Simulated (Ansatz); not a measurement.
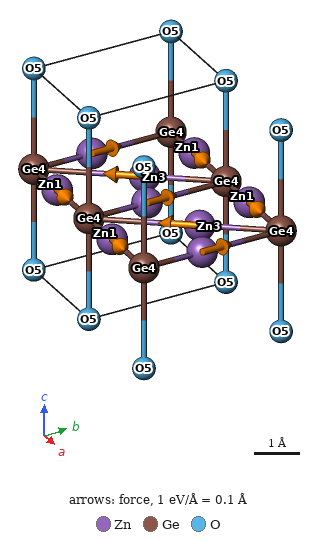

Starting geometry of crystalline Zn3GeO (a generated structure, set up in P-62m) (coarse preliminary run) with the computed forces as orange arrows. A ball-and-stick model of the cell of the calculation, repeated 2 × 1 × 1 with one cell outlined, seen slightly off an axis.

These are results of DFT PBE, scalar-relativistic, plane waves, PAW in Ansatz, not measurements. Settings: plane-wave cutoff 420 eV; k-point mesh 6 × 6 × 4; occupations gaussian; smearing width 0.1 eV; no spin polarisation; cell and atoms relaxed; force threshold 0.04 eV/Å; at most 70 steps.

> What follows when this structure is relaxed?

It isn't relaxed: the largest force vector, on Zn atoms, is 9.80 eV/Å. The atoms end up moving mostly along the starting forces (cosine between the two patterns 1.00). The largest moves relative to the cell, 0.40 Å, are those of Zn atoms. O and Ge stay in place. The volume changes by +14.6 %, with a = b 4.443 → 5.225 Å (+17.6 %), c 4.680 → 3.877 Å (−17.2 %). Among the contacts that change: Ge–Zn 1.882 → 2.613 Å, Ge–O 2.340 → 1.939 Å, Zn–Zn 2.298 → 2.612 Å, Ge–Zn 2.561 → 2.612 Å. The space group (tolerance 0.01 Å) goes from P-62m (No. 189) to P6/mmm (No. 191). The energy falls by 1775 meV per atom in 8 accepted moves (10 points after the start). The largest force component goes from 9.8 to 0.00034 eV/Å. The pressure goes from 51.99 to 0.03 GPa. The SCF was repeated twice at an unchanged geometry on a basis and grid sized afresh for the cell, which shifted the energy by 31.5 meV per atom at most. Cost: 2.5 min on 1 thread of Arm Neoverse N1, with other jobs on the host, peak memory 0.36 GiB.
